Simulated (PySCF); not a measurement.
**[Lu(H2O)5]3+: shape, vibrations and bonding, part 1 of 2**

Aim: find the relaxed shape of [Lu(H2O)5]3+, test it by its vibrations, and read charges and levels. The species was built from a template and needn't be a known compound.

Program: PySCF 2.14.0. Level of theory: PBE0, Lu def2-SVP with ECP28, O def2-SVP, H def2-SVP; scalar-relativistic core potentials, no spin–orbit coupling. These are calculated values, not measurements.

3 further runs of the same task are left out: 2 for a known fault of the program, 1 that didn't finish. Runs told in other sessions of the task aren't counted.

## Step 1: Starting geometry

16 atoms, charge 3, spin multiplicity 1.

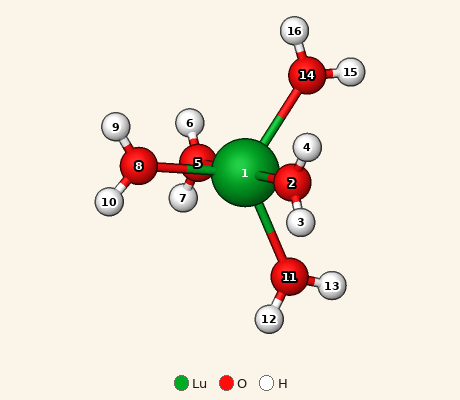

The starting geometry (lutetium green, oxygen red, hydrogen white); atoms are numbered from 1 in the order of the file.

Coordinates:

```xyz
16
H10LuO5
Lu    0.00000    0.00000    0.00000
O     0.00000    0.00000    2.38500
H     0.00000    0.77000    2.97500
H     0.00000   -0.77000    2.97500
O     0.00000    0.00000   -2.38500
H     0.00000   -0.77000   -2.97500
H     0.00000    0.77000   -2.97500
O     2.38500    0.00000    0.00000
H     2.97500   -0.77000    0.00000
H     2.97500    0.77000    0.00000
O    -1.19250    2.06550    0.00000
H    -0.82070    2.96140    0.00000
H    -2.15430    2.19140    0.00000
O    -1.19250   -2.06550    0.00000
H    -2.15430   -2.19140    0.00000
H    -0.82070   -2.96140    0.00000
```

Formal oxidation states: Lu +3.

## Step 2: SCF at the start, singlet

Input file run.py (the lines that set the calculation):

```python
mol = gto.M(atom='''
Lu     0.00000     0.00000     0.00000
O      0.00000     0.00000     2.38500
H      0.00000     0.77000     2.97500
H      0.00000    -0.77000     2.97500
O      0.00000     0.00000    -2.38500
H      0.00000    -0.77000    -2.97500
H      0.00000     0.77000    -2.97500
O      2.38500     0.00000     0.00000
H      2.97500    -0.77000     0.00000
H      2.97500     0.77000     0.00000
O     -1.19250     2.06550     0.00000
H     -0.82070     2.96140     0.00000
H     -2.15430     2.19140     0.00000
O     -1.19250    -2.06550     0.00000
H     -2.15430    -2.19140     0.00000
H     -0.82070    -2.96140     0.00000''',
    basis={'Lu': 'def2-SVP', 'O': 'def2-SVP', 'H': 'def2-SVP'},
    ecp={'Lu': 'def2-SVP'},
    charge=3, spin=0)
mf = dft.RKS(mol, xc='PBE0')
mf.grids.atom_grid = (50, 194)  # f atoms: unpruned, at least (60, 302)
mf = mf.density_fit()  # fitting sets: Lu def2-universal-JKFIT, O def2-universal-JKFIT, H def2-universal-JKFIT
mf.conv_tol = 1e-08; mf.max_cycle = 55
mf.kernel(dm0)  # dm0: free metal ions and neutral atoms
```

Started as:

```sh
$ OMP_NUM_THREADS=4 python run.py
```

Standard output:

```text
init E= -1607.71012250297
  HOMO = -1.16277263748843  LUMO = -0.697323164819583  gap/eV = 12.66553
cycle= 1 E= -1615.07297812925  delta_E= -7.36  |g|= 2.98  |ddm|=  3.8
  HOMO = -0.51123370478183  LUMO = -0.477362450243623  gap/eV = 0.92168
cycle= 2 E= -1612.18801827507  delta_E= 2.88  |g|= 4.76  |ddm|= 4.27
  HOMO = -0.80258529644821  LUMO = -0.464326946967777  gap/eV = 9.20448
cycle= 3 E= -1616.5652532534  delta_E= -4.38  |g|= 1.14  |ddm|= 3.06
  HOMO = -0.849501137309306  LUMO = -0.500944110700321  gap/eV = 9.48472
cycle= 4 E= -1616.63708229189  delta_E= -0.0718  |g|= 0.567  |ddm|= 0.476
  HOMO = -0.847556657696378  LUMO = -0.54509204571602  gap/eV = 8.23048
cycle= 5 E= -1616.65348950805  delta_E= -0.0164  |g|= 0.0773  |ddm|= 0.229
  HOMO = -0.841196109700064  LUMO = -0.528098028948838  gap/eV = 8.51983
cycle= 6 E= -1616.65427854889  delta_E= -0.000789  |g|= 0.0202  |ddm|= 0.0566
  HOMO = -0.842889750097309  LUMO = -0.526895486398428  gap/eV = 8.59864
cycle= 7 E= -1616.6543434301  delta_E= -6.49e-05  |g|= 0.00791  |ddm|= 0.0153
  HOMO = -0.842618384537111  LUMO = -0.526786210302135  gap/eV = 8.59423
cycle= 8 E= -1616.65435276697  delta_E= -9.34e-06  |g|= 0.000919  |ddm|= 0.00416
  HOMO = -0.842660467929616  LUMO = -0.526857848737257  gap/eV = 8.59343
cycle= 9 E= -1616.65435283661  delta_E= -6.96e-08  |g|= 0.000135  |ddm|= 0.000535
  HOMO = -0.842662858311399  LUMO = -0.526862382302777  gap/eV = 8.59337
cycle= 10 E= -1616.65435283863  delta_E= -2.02e-09  |g|= 6.14e-05  |ddm|= 0.000105
  HOMO = -0.842660974582533  LUMO = -0.5268617680641  gap/eV = 8.59333
Extra cycle  E= -1616.6543528383  delta_E= 3.34e-10  |g|= 8.01e-05  |ddm|= 7.31e-05
converged SCF energy = -1616.6543528383
```

It took 7.2 s on 4 threads of AMD EPYC 9R45 (Zen 5), shared host; peak memory 1.3 GiB.

It gives: E = -1616.654353 Eh, HOMO -22.93 eV, LUMO -14.34 eV, Mulliken charge on Lu1 +1.65 e. 

## Step 3: Relaxation, singlet

Steps are kept in the start's point group, C2v.

run.py (the lines that set the calculation), as its differences from that of step 2:

```diff
@@ -24,2 +24,3 @@
 mf.conv_tol = 1e-08; mf.max_cycle = 55
-mf.kernel(dm0)  # dm0: free metal ions and neutral atoms
+mf.kernel(dm0)  # dm0: an SCF of this state at this start
+# quasi-Newton relaxation in Cartesian coordinates to a largest gradient under 0.00045 Eh/bohr, steps kept in the point group
```

Started as:

```sh
$ OMP_NUM_THREADS=4 python run.py
```

No log is kept here; the results follow.

Wall time 3 min (4 threads of AMD EPYC 9R45 (Zen 5), shared host).

Step by step:

| step | energy from step 1 (eV) | largest force component (eV/Å) |
| --- | --- | --- |
| 1 | 0.0000 | 1.7057 |
| 2 | -0.2495 | 0.7206 |
| 3 | -0.4977 | 0.3740 |
| 4 | -0.5433 | 0.3602 |
| 5 | -0.5549 | 0.0740 |
| 6 | -0.5583 | 0.0656 |
| 7 | -0.5635 | 0.1696 |
| 8 | -0.5728 | 0.1993 |
| 9 | -0.5826 | 0.1679 |
| 10 | -0.5894 | 0.0914 |
| 11 | -0.5943 | 0.1371 |
| 12 | -0.5990 | 0.1236 |
| 13 | -0.6030 | 0.0846 |
| 14 | -0.6055 | 0.1339 |
| 15 | -0.6073 | 0.0467 |
| 16 | -0.6083 | 0.0750 |
| 17 | -0.6090 | 0.0366 |
| 18 | -0.6094 | 0.0451 |
| 19 | -0.6096 | 0.0312 |
| 20 | -0.6099 | 0.0153 |
| 21 | -0.6100 | 0.0127 |

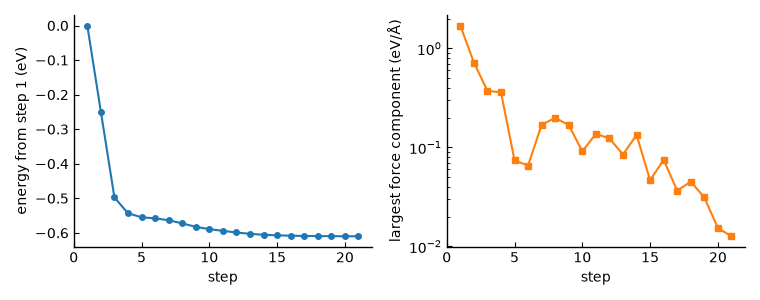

Energy and largest force along the relaxation.

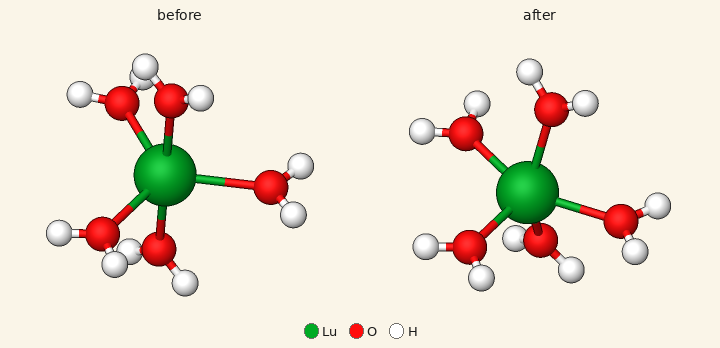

The geometry before (left) and after (right).

Close pairs (by a distance rule), those that changed most:

| bond | before (Å) | after (Å) | change (Å) |
| --- | --- | --- | --- |
| Lu1–O8 | 2.385 | 2.204 | -0.181 |
| Lu1–O2 | 2.385 | 2.219 | -0.166 |
| Lu1–O5 | 2.385 | 2.219 | -0.166 |
| Lu1–O11 | 2.385 | 2.236 | -0.149 |
| Lu1–O14 | 2.385 | 2.236 | -0.149 |
| O8–H9 | 0.970 | 0.982 | +0.012 |
| O8–H10 | 0.970 | 0.982 | +0.012 |
| O11–H12 | 0.970 | 0.980 | +0.010 |

It ends in C2v at E = -1616.676768 Eh.

## Step 4: The relaxed geometry turned into its symmetry frame

Input file run.py (the lines that set the calculation):

```python
mol = gto.M(atom='''
Lu     0.02947     0.00000     0.00000
O     -0.67960     0.00000     2.10291
H     -0.84302     0.77299     2.68124
H     -0.84302    -0.77299     2.68124
O     -0.67960     0.00000    -2.10291
H     -0.84302    -0.77299    -2.68124
H     -0.84302     0.77299    -2.68124
O      2.23348     0.00000     0.00000
H      2.84221    -0.77019     0.00000
H      2.84221     0.77019     0.00000
O     -0.57641     2.15224     0.00000
H     -0.01362     2.95501     0.00000
H     -1.49005     2.50756     0.00000
O     -0.57641    -2.15224     0.00000
H     -1.49005    -2.50756     0.00000
H     -0.01362    -2.95501     0.00000''',
    basis={'Lu': 'def2-SVP', 'O': 'def2-SVP', 'H': 'def2-SVP'},
    ecp={'Lu': 'def2-SVP'},
    charge=3, spin=0)
mf = dft.RKS(mol, xc='PBE0')
mf.grids.atom_grid = (50, 194)  # f atoms: unpruned, at least (60, 302)
mf = mf.density_fit()  # fitting sets: Lu def2-universal-JKFIT, O def2-universal-JKFIT, H def2-universal-JKFIT
mf.conv_tol = 1e-08; mf.max_cycle = 55
mf.kernel(dm0)  # dm0: free metal ions and neutral atoms
```

Started as:

```sh
$ OMP_NUM_THREADS=4 python run.py
```

Standard output:

```text
init E= -1607.78560734297
  HOMO = -1.19370360500927  LUMO = -0.713512429074881  gap/eV = 13.06667
cycle= 1 E= -1615.08413275555  delta_E= -7.3  |g|= 2.99  |ddm|= 3.82
  HOMO = -0.536347069478938  LUMO = -0.430704333249391  gap/eV = 2.87469
cycle= 2 E= -1613.19881796911  delta_E= 1.89  |g|= 4.23  |ddm|= 4.07
  HOMO = -0.864905266689205  LUMO = -0.477045132188547  gap/eV = 10.55421
cycle= 3 E= -1616.63522142824  delta_E= -3.44  |g|= 0.796  |ddm|=  2.7
  HOMO = -0.879604463622581  LUMO = -0.503156823109138  gap/eV = 10.24366
cycle= 4 E= -1616.66749931795  delta_E= -0.0323  |g|= 0.434  |ddm|= 0.329
  HOMO = -0.87189576606871  LUMO = -0.519966386451984  gap/eV = 9.57649
cycle= 5 E= -1616.67630430627  delta_E= -0.0088  |g|= 0.0534  |ddm|= 0.129
  HOMO = -0.868596750308966  LUMO = -0.507856838090346  gap/eV = 9.81623
cycle= 6 E= -1616.67676623608  delta_E= -0.000462  |g|= 0.00429  |ddm|= 0.0424
  HOMO = -0.868635940599452  LUMO = -0.50814455342071  gap/eV = 9.80947
cycle= 7 E= -1616.67676681326  delta_E= -5.77e-07  |g|= 0.00306  |ddm|= 0.00343
  HOMO = -0.868792403416293  LUMO = -0.508161659343712  gap/eV = 9.81326
cycle= 8 E= -1616.67676838259  delta_E= -1.57e-06  |g|= 0.000276  |ddm|= 0.00173
  HOMO = -0.868789642313346  LUMO = -0.508167879747834  gap/eV = 9.81302
cycle= 9 E= -1616.67676839187  delta_E= -9.28e-09  |g|= 8.44e-05  |ddm|= 0.000198
  HOMO = -0.86879003107441  LUMO = -0.5081712958231  gap/eV = 9.81294
Extra cycle  E= -1616.67676839177  delta_E= 9.82e-11  |g|= 0.000117  |ddm|= 8.2e-05
converged SCF energy = -1616.67676839177
```

Run time: 3.7 s. Hardware: 4 threads of AMD EPYC 9R45 (Zen 5), shared host.

It gives: E = -1616.676768 Eh, HOMO -23.64 eV, LUMO -13.83 eV, Mulliken charge on Lu1 +1.62 e. 

## Step 5: Frequencies and infrared intensities

run.py (the lines that set the calculation), as its differences from that of step 4:

```diff
@@ -23,3 +23,4 @@
 mf = mf.density_fit()  # fitting sets: Lu def2-universal-JKFIT, O def2-universal-JKFIT, H def2-universal-JKFIT
-mf.conv_tol = 1e-08; mf.max_cycle = 55
-mf.kernel(dm0)  # dm0: free metal ions and neutral atoms
+mf.conv_tol = 1e-10; mf.max_cycle = 55
+mf.kernel(dm0)  # dm0: the density of the relaxed state
+# Hessian and dipole derivatives by central differences of gradients, 0.02 bohr
```

Started as:

```sh
$ OMP_NUM_THREADS=4 python run.py
```

No log is kept here; the results follow.

Run time: 5.5 min. Hardware: 4 threads of AMD EPYC 9R45 (Zen 5), shared host.

Point group C2v; negative numbers are unstable modes, and those under 60 cm⁻¹ are near the numerical noise:

| cm⁻¹ | km/mol | symmetry |
| --- | --- | --- |
| -205 | 0.0 | a2 |
| -123 | 0.0 | a2 |
| 25 | 0.0 | a1 |
| 80 | 3.6 | b1 |
| 85 | 4.7 | b2 |
| 90 | 10.5 | a1 |
| 99 | 5.2 | b1 |
| 101 | 1.4 | b2 |
| 139 | 0.0 | a2 |
| 151 | 0.2 | b2 |
| 228 | 0.5 | b1 |
| 296 | 0.0 | a2 |
| 356 | 0.6 | a1 |
| 368 | 9.8 | b1 |
| 382 | 1.5 | b2 |
| 395 | 4.5 | a1 |
| 400 | 0.1 | a1 |
| 553 | 0.0 | a2 |
| 574 | 4.0 | b2 |
| 577 | 4.1 | b1 |
| 584 | 58.7 | a1 |
| 617 | 100.2 | b1 |
| 624 | 8.4 | b2 |
| 628 | 1099.3 | b2 |
| 640 | 158.6 | b1 |
| 642 | 701.8 | a1 |
| 649 | 0.0 | a2 |
| 1667 | 263.6 | b2 |
| 1669 | 11.6 | a1 |
| 1672 | 145.4 | a1 |
| 1673 | 255.2 | b1 |
| 1686 | 38.9 | a1 |
| 3653 | 483.5 | a1 |
| 3666 | 659.5 | b1 |
| 3669 | 2.2 | a1 |
| 3683 | 698.1 | b2 |
| 3692 | 345.0 | b1 |
| 3696 | 37.0 | a1 |
| 3711 | 121.0 | b1 |
| 3712 | 689.5 | a1 |
| 3731 | 0.0 | a2 |
| 3732 | 728.0 | b1 |

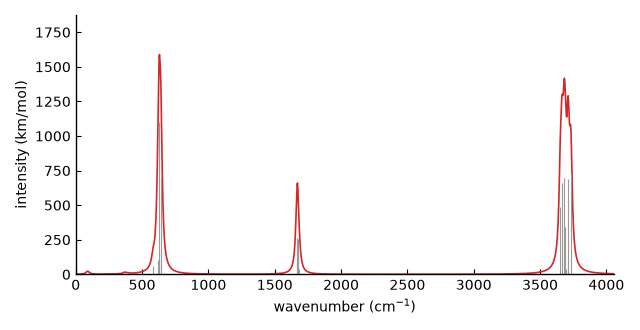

The infrared spectrum from the harmonic lines. Lines are broadened to a width of 25 cm⁻¹ (Lorentzian).

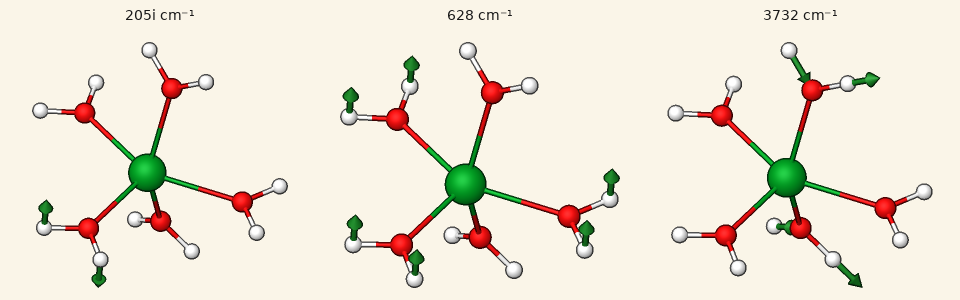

Displacements of 3 modes, as arrows.

(Continued in part 2 of 2.)
